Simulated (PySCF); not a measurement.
## NMR shielding calculation of C5H11AlF2O

The run: NMR shielding calculation of C5H11AlF2O, SMILES FC(F)[C@@H]1CCC[O+]1[AlH3-]. Method and program: GIAO PBE0/pcSseg-1 NMR shielding, non-relativistic, gas phase (PySCF 2.14.0).

The geometry comes from this level: GFN2-xTB. Figures and captions count atoms from 1; the log counts them from 0 in places.

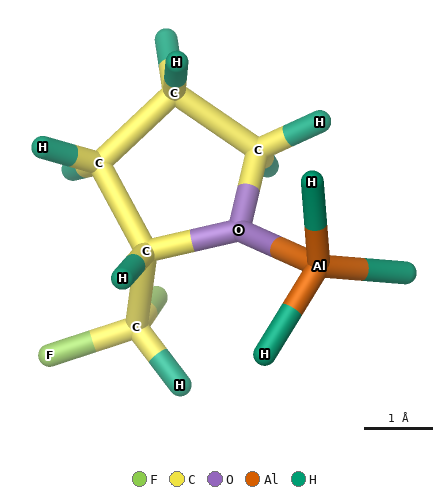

*The input geometry (stick view, seen at a tilt). Sticks mark near contacts.*

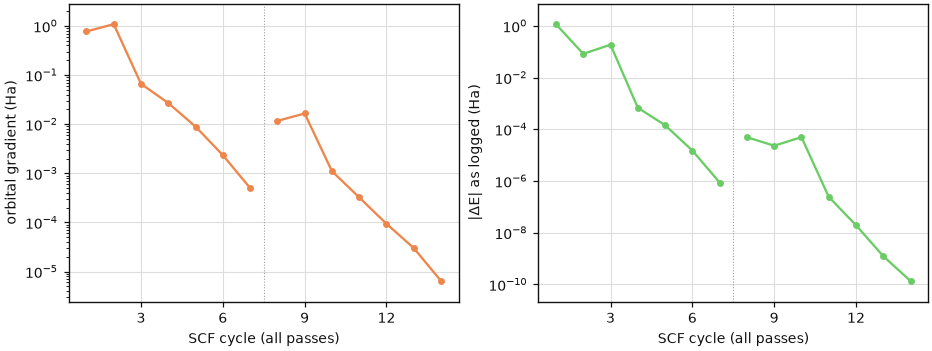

*Convergence of the self-consistent field: orbital gradient and size of the energy change against the SCF cycle. The dotted line marks the change from a coarse to the final integration grid.*

The first 7 cycles use a coarse grid, the final grid takes over at cycle 8, and the field converges after 14 cycles in all.

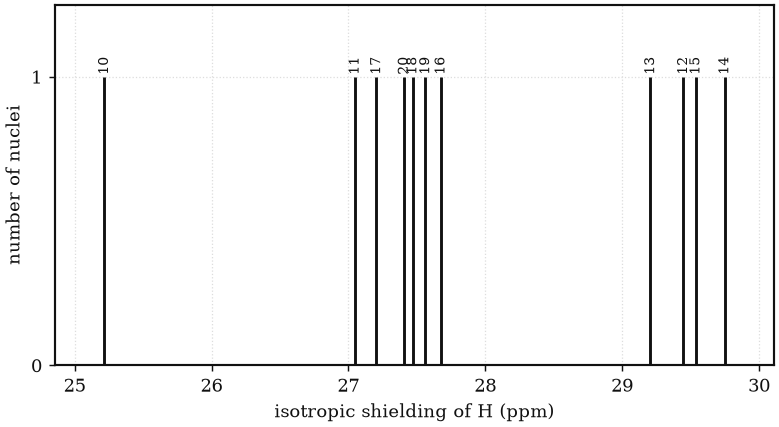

*Isotropic shieldings of the hydrogen nuclei in this fixed geometry, labelled by atom number; shielding grows to the right, so chemical shift grows to the left.*

The least shielded is H10 (25.2 ppm), the most shielded H14 (29.7 ppm).

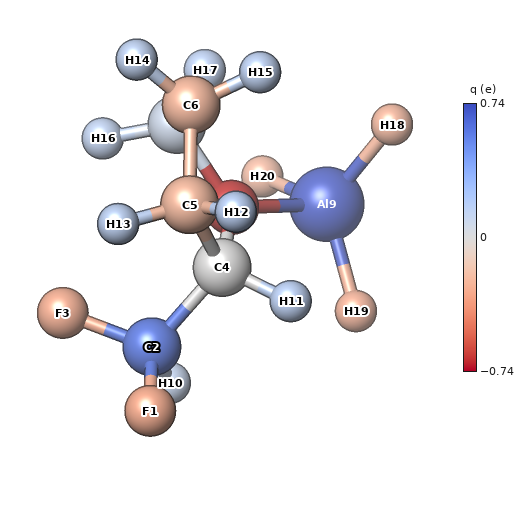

*Mulliken charges, as the colour of each atom (ball-and-stick view, seen at a tilt; atoms are numbered from 1 in the order of the input).*

By element: F −0.30 to −0.29, C −0.24 to +0.58, O −0.66, Al +0.71 and H −0.31 to +0.17 e.

The input and output of the run follow.

### Input file
```
{"job": {"kind": "nmr", "xc": "PBE0", "basis": "pcSseg-1"}, "charge": 0, "multiplicity": 1}
F     -1.699653    -2.622841    -0.318571
C     -0.745923    -1.781149    -0.772864
F     -1.268620    -1.171279    -1.862956
C     -0.384672    -0.759686     0.315044
C     -1.519605     0.238634     0.605831
C     -0.857837     1.606405     0.401903
C      0.258264     1.270406    -0.575539
O      0.725164     0.007964    -0.115621
Al     2.523687    -0.169973     0.341690
H      0.128097    -2.367962    -1.092548
H     -0.069977    -1.330900     1.193882
H     -1.914523     0.115120     1.611322
H     -2.334863     0.097151    -0.104555
H     -1.547660     2.351145     0.013569
H     -0.428446     1.965284     1.337591
H     -0.113144     1.178093    -1.601566
H      1.107279     1.954454    -0.546231
H      2.615177     0.881290     1.516790
H      2.405498    -1.705607     0.701221
H      3.116606     0.254127    -1.051425
```

The first line tells a small driver script what to run in PySCF; the rest is the geometry in Å.

Command:
```bash
OMP_NUM_THREADS=1 python <driver script> task.json out
```

### What the program printed
```
coarse grid: 17136 points
cycle   1  E = -713.6183641810  dE =  1.162e+00  |g| = 7.714e-01  |ddm| = 3.844e+00
cycle   2  E = -713.5357508761  dE =  8.261e-02  |g| = 1.086e+00  |ddm| = 1.042e+00
cycle   3  E = -713.7222588735  dE = -1.865e-01  |g| = 6.630e-02  |ddm| = 6.249e-01
cycle   4  E = -713.7229382032  dE = -6.793e-04  |g| = 2.698e-02  |ddm| = 6.097e-02
cycle   5  E = -713.7230817621  dE = -1.436e-04  |g| = 8.926e-03  |ddm| = 2.623e-02
cycle   6  E = -713.7230967914  dE = -1.503e-05  |g| = 2.343e-03  |ddm| = 7.620e-03
cycle   7  E = -713.7230976604  dE = -8.691e-07  |g| = 5.036e-04  |ddm| = 1.828e-03
final grid: 161440 points
cycle   8  E = -713.7995592579  dE = -4.937e-05  |g| = 1.167e-02  |ddm| = 3.187e-02
cycle   9  E = -713.7995362385  dE =  2.302e-05  |g| = 1.650e-02  |ddm| = 1.695e-02
cycle  10  E = -713.7995856397  dE = -4.940e-05  |g| = 1.106e-03  |ddm| = 9.683e-03
cycle  11  E = -713.7995858819  dE = -2.422e-07  |g| = 3.234e-04  |ddm| = 1.172e-03
cycle  12  E = -713.7995859012  dE = -1.936e-08  |g| = 9.392e-05  |ddm| = 3.053e-04
cycle  13  E = -713.7995859025  dE = -1.227e-09  |g| = 3.013e-05  |ddm| = 8.029e-05
cycle  14  E = -713.7995859026  dE = -1.346e-10  |g| = 6.429e-06  |ddm| = 2.369e-05
converged SCF energy = -713.7995859026

GIAO shielding tensors (ppm)
atom      isotropic    diamagn.    paramagn.     s11        s22        s33       span
  0 F      314.928     470.334    -155.406    214.610    332.153    398.022    183.412
  1 C       66.413     242.099    -175.686     50.747     67.020     81.474     30.727
  2 F      324.294     475.077    -150.784    224.822    339.034    409.025    184.204
  3 C      104.019     247.044    -143.025     64.689     99.570    147.799     83.110
  4 C      161.136     250.866     -89.730    129.768    173.967    179.674     49.906
  5 C      158.205     251.368     -93.163    132.237    168.141    174.237     42.000
  6 C      111.937     246.518    -134.581     68.446    103.571    163.794     95.349
  7 O      280.965     404.111    -123.146    192.229    307.379    343.285    151.056
  8 Al     411.891     796.118    -384.227    394.048    407.083    434.542     40.493
  9 H       25.216      28.636      -3.419     22.592     24.601     28.456      5.864
 10 H       27.047      31.615      -4.568     23.097     26.983     31.062      7.965
 11 H       29.446      30.380      -0.934     24.585     26.777     36.976     12.391
 12 H       29.206      30.830      -1.623     24.016     28.793     34.810     10.794
 13 H       29.748      29.541       0.207     24.973     26.655     37.615     12.641
 14 H       29.537      30.922      -1.385     24.972     27.035     36.603     11.631
 15 H       27.674      30.949      -3.274     23.766     25.760     33.497      9.731
 16 H       27.204      30.332      -3.128     22.228     26.650     32.735     10.507
 17 H       27.469      30.516      -3.047     23.592     26.743     32.071      8.479
 18 H       27.563      30.731      -3.168     23.654     27.193     31.841      8.187
 19 H       27.405      30.393      -2.988     23.764     26.095     32.357      8.593
```

### Summary

- outcome: converged
- total energy: −713.799586 hartree
- HOMO: −7.44 eV
- LUMO: 0.30 eV
- dipole moment: 4.18 D
- isotropic shielding, F: 314.9 to 324.3 ppm
- isotropic shielding, C: 66.4 to 161.1 ppm
- isotropic shielding, O: 281.0 ppm
- isotropic shielding, Al: 411.9 ppm
- isotropic shielding, H: 25.2 to 29.7 ppm
- hardware: 1 CPU thread, shared host
- wall time: 49 s
- peak memory: 1 GiB
